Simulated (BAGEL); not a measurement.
**CH3CuS (SMILES C[S][Cu]) at B3LYP/6-31G(d) (density fitting with qzvpp-jkfit, spherical functions)**

What is the energy change on altering one bond length of CH3CuS at B3LYP/6-31G* (density fitting with qzvpp-jkfit, spherical functions)? 

The results are computed with BAGEL 1.2.2.

9 further runs of the same task are left out: 6 that didn't finish, 3 set aside as unsound or not needed. Runs told in other sessions of the task aren't counted.

### 1 The molecule

CH3CuS: 6 atoms, total charge 0, spin state singlet. As SMILES, `C[S][Cu]`. Geometry: relaxed at PBE0-D4/def2-TZVP.

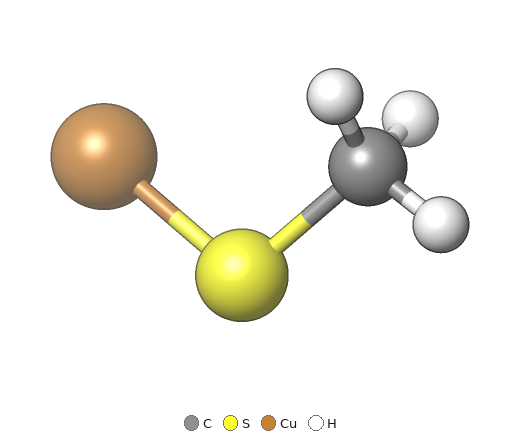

Viewed from a chosen angle; carbon grey, sulfur yellow, copper orange, hydrogen white.

### 2 The energy at B3LYP/6-31G(d) (density fitting with qzvpp-jkfit, spherical functions)

input.json

```json
{ "bagel": [

{
  "title": "molecule",
  "basis": "6-31gs.json",
  "df_basis": "qzvpp-jkfit",
  "angstrom": "true",
  "geometry": [
    { "atom": "C", "xyz": [   -0.361000,    0.349400,   -0.319400 ] },
    { "atom": "S", "xyz": [    0.131700,   -1.355400,    0.081400 ] },
    { "atom": "Cu", "xyz": [    1.727000,   -1.126700,    1.456800 ] },
    { "atom": "H", "xyz": [   -1.184100,    0.271400,   -1.032500 ] },
    { "atom": "H", "xyz": [    0.446800,    0.908800,   -0.789900 ] },
    { "atom": "H", "xyz": [   -0.718300,    0.888500,    0.557300 ] }
  ]
},
{
  "title": "ks",
  "xc_func": "b3lyp"
},
{
  "title": "print",
  "file": "orbitals.molden",
  "orbitals": "true"
}

]}
```

The basis set 6-31G* is read from a file made from the Basis Set Exchange's data (not shown).

On the command line:

```
$ BAGEL_NUM_THREADS=1 BAGEL input.json > input.out
```

Standard output:

```text
* using 1 threads per process

  ===============================================================
  ===============================================================

  *** Geometry ***

  { "atom" : "C", "xyz" : [     -0.682191,      0.660270,     -0.603579 ] },
  { "atom" : "S", "xyz" : [      0.248877,     -2.561335,      0.153824 ] },
  { "atom" : "Cu", "xyz" : [      3.263557,     -2.129154,      2.752953 ] },
  { "atom" : "H", "xyz" : [     -2.237625,      0.512872,     -1.951142 ] },
  { "atom" : "H", "xyz" : [      0.844330,      1.717383,     -1.492695 ] },
  { "atom" : "H", "xyz" : [     -1.357390,      1.679022,      1.053144 ] },

  Number of auxiliary basis functions:      521

  Since a DF basis is specified, we compute 2- and 3-index integrals:
    o Being stored without compression. Storage requirement is 0.022 GB

  Number of basis functions:       72
  Number of electrons      :       54

    * METHOD: MOLECULE                             0.28

  *** Kohn-Sham DFT ***

    * Removing 10113 points whose weight is below 1.00e-10
    * Grid points: 79323

  === Nuclear Repulsion ===
   206.5998059221

       - DIIS with orbital gradients will be used.

  === KS iteration (b3lyp / 6-31gs.json) ===
      0      -2009.41935984          0.16669886           0.29
      1      -1825.51634661          0.20491048           0.27
      2      -1809.53029505          0.15059007           0.25
      3      -2002.76103184          0.15835855           0.26
      4      -2072.06099941          0.10942005           0.25
      5      -2074.69032155          0.09139341           0.26
      6      -2075.92883461          0.07814449           0.26
      7      -2022.33057451          0.14441687           0.26
      8      -2066.37616163          0.11979828           0.27
      9      -2067.05634110          0.12086537           0.26
     10      -2060.93136495          0.11163183           0.26
     11      -2066.99043323          0.10581754           0.26
     12      -2075.57413546          0.08210188           0.26
     13      -2026.72748940          0.15606875           0.26
     14      -2076.18996297          0.06132596           0.27
     15      -2077.02345634          0.05129204           0.29
     16      -2077.67424929          0.03883447           0.29
     17      -2078.05025960          0.02702872           0.30
     18      -2077.98910251          0.02826979           0.29
     19      -2078.32252005          0.00442878           0.25
     20      -2078.33006730          0.00077564           0.25
     21      -2078.33031890          0.00024506           0.25
     22      -2078.33033711          0.00017714           0.27
     23      -2078.33034806          0.00003735           0.25
     24      -2078.33034891          0.00000917           0.25
     25      -2078.33034897          0.00000448           0.25
     26      -2078.33034899          0.00000315           0.25
     27      -2078.33034901          0.00000106           0.25
     28      -2078.33034901          0.00000054           0.26
     29      -2078.33034901          0.00000014           0.29
     30      -2078.33034901          0.00000014           0.29
     31      -2078.33034901          0.00000008           0.29
     32      -2078.33034901          0.00000002           0.29
     33      -2078.33034901          0.00000001           0.27
     34      -2078.33034901          0.00000000           0.25
    * SCF iteration converged.

    * Permanent dipole moment:
           (   -0.898767,    -0.636770,    -0.781596) a.u.

    * METHOD: KS                                   9.58

    * METHOD: PRINT                                0.01

  ===============================================================
```

It took 10 s on 1 thread of Arm Neoverse V2, shared host; peak memory 0.32 GiB.

### 3 The distorted shape at the same level

job.json

```json
{ "bagel" : [

{
  "title" : "molecule",
  "basis" : "6-31gs.json",
  "df_basis" : "qzvpp-jkfit",
  "angstrom" : true,
  "geometry" : [
    { "atom" : "C", "xyz" : [      -0.434916,       0.605159,      -0.379529 ] },
    { "atom" : "S", "xyz" : [       0.131700,      -1.355400,       0.081400 ] },
    { "atom" : "Cu", "xyz" : [       1.727000,      -1.126700,       1.456800 ] },
    { "atom" : "H", "xyz" : [      -1.258016,       0.527159,      -1.092629 ] },
    { "atom" : "H", "xyz" : [       0.372884,       1.164559,      -0.850029 ] },
    { "atom" : "H", "xyz" : [      -0.792216,       1.144259,       0.497171 ] }
  ]
},

{ "title" : "ks", "xc_func" : "b3lyp" },

{ "title" : "print", "file" : "orbitals.molden", "orbitals" : true }

]}
```

The basis set 6-31G* is read from a file made from the Basis Set Exchange's data (not shown).

On the command line:

```
$ BAGEL_NUM_THREADS=1 BAGEL job.json > job.out
```

Standard output:

```text
* using 1 threads per process

  ===============================================================
  ===============================================================

  *** Geometry ***

  { "atom" : "C", "xyz" : [     -0.821872,      1.143585,     -0.717206 ] },
  { "atom" : "S", "xyz" : [      0.248877,     -2.561335,      0.153824 ] },
  { "atom" : "Cu", "xyz" : [      3.263557,     -2.129154,      2.752953 ] },
  { "atom" : "H", "xyz" : [     -2.377306,      0.996186,     -2.064770 ] },
  { "atom" : "H", "xyz" : [      0.704649,      2.200698,     -1.606322 ] },
  { "atom" : "H", "xyz" : [     -1.497071,      2.162336,      0.939517 ] },

  Number of auxiliary basis functions:      521

  Since a DF basis is specified, we compute 2- and 3-index integrals:
    o Being stored without compression. Storage requirement is 0.022 GB

  Number of basis functions:       72
  Number of electrons      :       54

    * METHOD: MOLECULE                             0.25

  *** Kohn-Sham DFT ***

    * Removing 9702 points whose weight is below 1.00e-10
    * Grid points: 79734

  === Nuclear Repulsion ===
   199.3340209041

       - DIIS with orbital gradients will be used.

  === KS iteration (b3lyp / 6-31gs.json) ===
      0      -1997.99077693          0.12871385           0.29
      1      -1822.36892656          0.18725736           0.28
      2      -1811.49507389          0.14983955           0.26
      3      -1997.08407022          0.13670624           0.29
      4      -2065.44998186          0.13404814           0.27
      5      -2072.65839773          0.10785521           0.28
      6      -2071.17630009          0.11554414           0.29
      7      -2001.87585708          0.16710148           0.28
      8      -2047.93784640          0.17086315           0.27
      9      -2061.75881614          0.09148579           0.28
     10      -2077.56442469          0.04334308           0.27
     11      -2077.79482138          0.03536599           0.29
     12      -2078.19739321          0.01251865           0.27
     13      -2078.30017333          0.00501800           0.28
     14      -2078.30669392          0.00495212           0.28
     15      -2078.31466726          0.00151595           0.28
     16      -2078.31571553          0.00019484           0.26
     17      -2078.31573064          0.00006278           0.28
     18      -2078.31573257          0.00002077           0.26
     19      -2078.31573283          0.00000748           0.27
     20      -2078.31573289          0.00000331           0.29
     21      -2078.31573291          0.00000177           0.27
     22      -2078.31573292          0.00000144           0.27
     23      -2078.31573292          0.00000129           0.30
     24      -2078.31573293          0.00000034           0.29
     25      -2078.31573293          0.00000026           0.29
     26      -2078.31573293          0.00000009           0.29
     27      -2078.31573293          0.00000005           0.28
     28      -2078.31573293          0.00000003           0.27
     29      -2078.31573293          0.00000001           0.28
     30      -2078.31573293          0.00000002           0.28
     31      -2078.31573293          0.00000000           0.28
    * SCF iteration converged.

    * Permanent dipole moment:
           (   -0.929875,    -0.669676,    -0.808863) a.u.

    * METHOD: KS                                   9.22

    * METHOD: PRINT                                0.01

  ===============================================================
```

Wall time 9.9 s (1 thread of Arm Neoverse V2, shared host); peak memory 0.32 GiB.

### 4 Outcome

Level: B3LYP/6-31G* (density fitting with qzvpp-jkfit, spherical functions).

| quantity | value |
| --- | --- |
| first shape: total energy | -2078.33035 Eh |
| first shape: dipole moment | 3.43 D |
| first shape: HOMO energy | -5.28 eV |
| first shape: LUMO energy | -2.51 eV |
| first shape: HOMO–LUMO gap | 2.77 eV |
| distorted shape: total energy | -2078.31573 Eh |
| distorted shape: dipole moment | 3.57 D |
| distorted shape: HOMO energy | -5.35 eV |
| distorted shape: LUMO energy | -2.53 eV |
| distorted shape: HOMO–LUMO gap | 2.81 eV |
| energy change with the C1–S2 bond stretched from 1.819 to 2.092 Å | 0.398 eV |

What this shows: With the C1–S2 bond stretched from 1.819 to 2.092 Å the energy rises by 0.40 eV (38.4 kJ/mol). The first shape isn't relaxed at this level, so the change isn't measured from a minimum.
